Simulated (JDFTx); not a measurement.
Be(1 0 -1 0) slab cut from bulk Be (space group P6_3/mmc, indices of the conventional cell, lattice of the Materials Project entry mp-87, not re-optimised): 10 atoms in 10 planes, a 1x1 cell of 8.09 Å² (|a| = 2.265, |b| = 3.574 Å), 8.3 Å between the outermost planes, cell height 24.5 Å, 10×6×1 k mesh, Fermi smearing 0.01 Ha, no spin polarisation.

All numbers are PBE, GBRV ultrasoft potentials, plane waves to 20/100 Ha results from JDFTx (a modified build), not measurements. Liquid on both sides: SCCS (g09 parameters), water, 2 M NaF; nuclei fixed. The electron chemical potential μ is absolute (zero in the bulk liquid) and is turned into a potential by U = −μ/e − 4.44 V vs SHE, a convention.

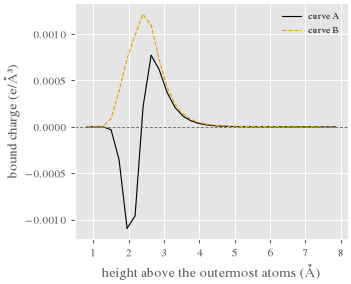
Plane-averaged bound charge of the liquid for two states of the electrode

Q: One curve is the neutral slab. Which, and what is the sign of the other's charge?

A: Curve A is neutral (potential of zero charge, 0.01 V). Curve B is negatively charged, -2.3 μC/cm² at -0.20 V.
